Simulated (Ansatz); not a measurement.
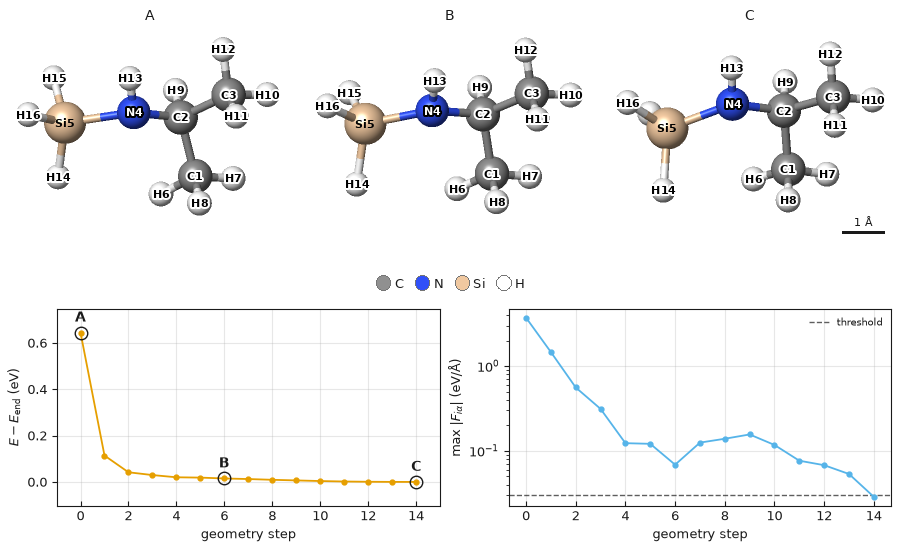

Frames of a relaxation of C3H11NSi (coarse preliminary run), marked on the history of the run. The picture is a ball-and-stick view, seen at a tilt.

The start comes from a force field.

Theory: RKS PBE-D4/def2-SVP (Ansatz 0.2.0). Set-up: force threshold 0.03 eV/Å; at most 200 steps.

Describe the path.

Answer. The energy falls by 0.644 eV in 14 geometry steps. Largest force component: 3.7 eV/Å at the start, 0.029 eV/Å at the end. The largest move after the best rigid fit is that of H15, 0.97 Å. Largest moves by element: H 0.97 Å, C 0.31 Å, N 0.21 Å, Si 0.15 Å. Among the contacts that change: C2–N4 1.403 → 1.465 Å, C1–H8 1.049 → 1.110 Å, C1–H6 1.170 → 1.111 Å, N4–H13 0.966 → 1.024 Å. Bond angles that change, for instance: Si5–N4–H13 100.5° → 114.0°, N4–Si5–H15 105.4° → 115.1°, C1–C2–H9 112.3° → 107.2°. Groups turn about N4–Si5 by about 20°. Cost: 25 s on 4 threads of Intel Xeon Platinum 8259CL @ 2.50GHz, on a shared host. From step 0 to 6: H15 moves most (0.50 Å), energy −0.629 eV. From step 6 to 14: H atoms move most (0.50 Å), energy −0.015 eV.

| step | E − E(0), eV | largest force component, eV/Å |
| --- | --- | --- |
| 0 | 0.0000 | 3.7161 |
| 1 | -0.5305 | 1.4613 |
| 2 | -0.6027 | 0.5590 |
| 3 | -0.6147 | 0.3123 |
| 4 | -0.6243 | 0.1231 |
| 5 | -0.6257 | 0.1210 |
| 6 | -0.6294 | 0.0686 |
| 7 | -0.6319 | 0.1250 |
| 8 | -0.6352 | 0.1389 |
| 9 | -0.6378 | 0.1560 |
| 10 | -0.6405 | 0.1173 |
| 11 | -0.6425 | 0.0765 |
| 12 | -0.6437 | 0.0677 |
| 13 | -0.6442 | 0.0533 |
| 14 | -0.6444 | 0.0286 |
